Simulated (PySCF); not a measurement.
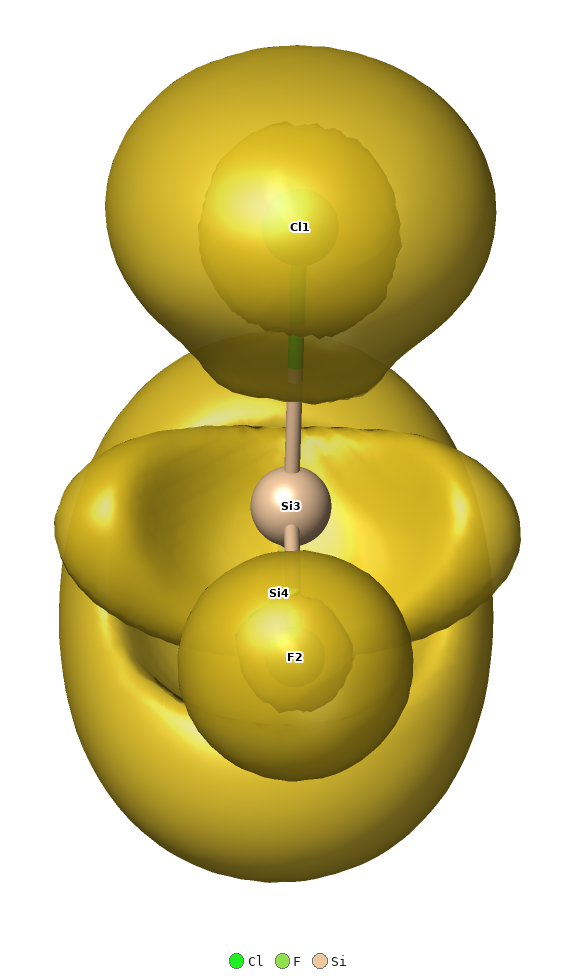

*ClFSi2 (SMILES F[Si](=[Si])Cl) (triplet). Isosurface of the ELF at 0.75 (yellow), seen at an oblique angle. Core shells and regions of very low density are left out.*

Geometry: PBE0-D3(BJ)/pcseg-1.

Computed with Gaussian-basis quantum chemistry of an isolated molecule with PySCF, energy and nuclear gradient, functional PBE0 (PySCF).

### Where are the electrons localised?

The surface consists of one region between bonded Si–Si atoms (shared pairs), one region on Cl in which the atom's valence shell and bonds are merged, one lobe on Si, pointing away from the bonds (non-bonding electrons) and one region wrapped around F (its lone pairs, merged into a ring or cap).

Values along the shortest contacts:
Si–F (1.63 Å): the ELF peaks at about 0.80 in the valence shell of F, 0.6 Å from its nucleus, and is about 0.50 at the midpoint. Si–Cl (2.05 Å): the ELF peaks at about 0.85 between the atoms (a polar covalent bond).
